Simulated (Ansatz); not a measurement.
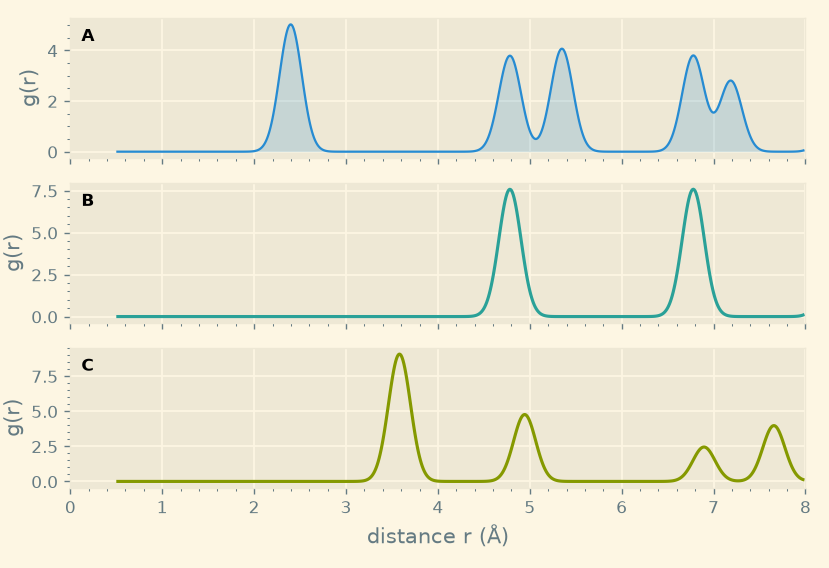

Partial pair correlation functions g(r) computed from the static structure of KGe2, each distance broadened by a Gaussian of σ = 0.12 Å. It is based on the end point of a relaxation with Ansatz 0.2.0, DFT PBE+D3(BJ), scalar-relativistic, plane waves, PAW; the starting structure was generated, so it need not be a known form of this composition.

```cif
data_structure
_symmetry_space_group_name_H-M 'P4/mmm'
_symmetry_Int_Tables_number 123
_cell_length_a 4.7847
_cell_length_b 4.7847
_cell_length_c 4.8137
_cell_angle_alpha 90.000
_cell_angle_beta 90.000
_cell_angle_gamma 90.000
_cell_volume 110.20
loop_
_atom_site_label
_atom_site_type_symbol
_atom_site_symmetry_multiplicity
_atom_site_Wyckoff_symbol
_atom_site_fract_x
_atom_site_fract_y
_atom_site_fract_z
_atom_site_occupancy
K1 K 1 a 0.00000 0.00000 0.00000 1
Ge1 Ge 2 h 0.50000 0.50000 0.24888 1
```

Which pair of elements belongs to which panel?

panel A is Ge–Ge (first distance 2.40–2.42 Å); panel B is K–K (first distance 4.78–4.81 Å); panel C is K–Ge (first distance 3.59 Å).

Tabulate the first and second shells, merging distances less than 0.12 Å apart and averaging over sites.

```csv
pair,first shell (Å),neighbours in it,second shell (Å),neighbours in the second
Ge–Ge,2.40–2.42,2 Ge per Ge,4.78–4.81,6
K–K,4.78–4.81,6 K per K,6.77–6.79,12
K–Ge,3.59,8 Ge per K,4.95,8
```
